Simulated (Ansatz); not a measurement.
# Fields on a plane of Ga2O3 (beta-Ga2O3 type, space group C2/m)

```
CELL_PARAMETERS angstrom
      6.22799    -1.54164     0.00000
      6.22799     1.54164     0.00000
     -1.39171     0.00000     5.71014
ATOMIC_POSITIONS crystal
  Ga 0.08990 0.08990 0.79472
  Ga 0.91010 0.91010 0.20528
  Ga 0.65849 0.65849 0.31418
  Ga 0.34151 0.34151 0.68582
  O  0.16348 0.16348 0.10915
  O  0.83652 0.83652 0.89085
  O  0.17370 0.17370 0.56434
  O  0.82630 0.82630 0.43566
  O  0.49601 0.49601 0.25670
  O  0.50399 0.50399 0.74330
```

The slice is a (100) plane (indices of the conventional cell) through the point (0.910, 0.910, 0.205) (fractional), spanned by u = [1 -1 0] and v = [001] in vectors of this cell: u (3.08 Å) and v (5.88 Å, at 90° to u). It covers one period; positions are fractions (u, v).

Atoms on it: Ga at (0.00, 0.00). Other atoms lie within 1 Å of the plane.

All values below come from PBE (plane waves to 420 eV, PAW, scalar-relativistic; Ansatz, a program for electronic structure). k mesh 11×11×6. Near the nuclei the fields are pseudised (PAW); where an atom keeps semicore shells as valence, they peak there. Ga2O3 was relaxed with its symmetry unable to fall. The PAW data are Ansatz's earlier set.

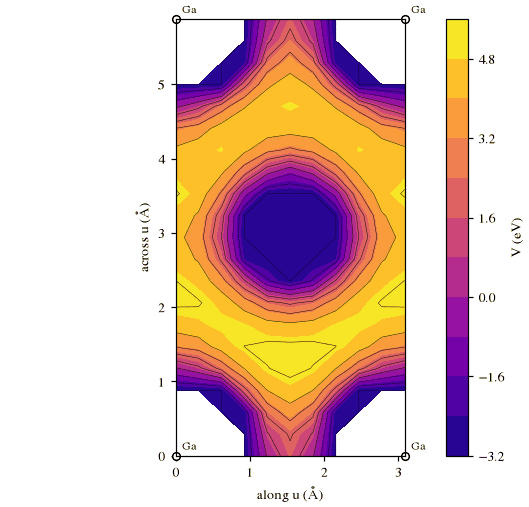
*Electrostatic potential energy of an electron, from the cell's mean, in eV, one period of the plane, atoms marked. Points within 0.8 Å of a nucleus are left white, as the pseudised field means little there. Values under -3 eV are set to -3. The zero, the cell's mean, hangs on the PAW cores.*

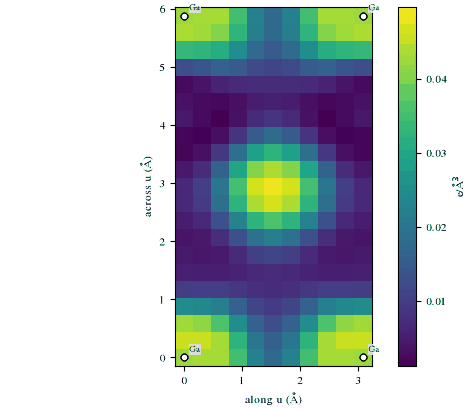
Fig. 1. Density of the lowest conduction band (whole band as if filled, smooth part) in e/Å³, one period of the plane, atoms marked.
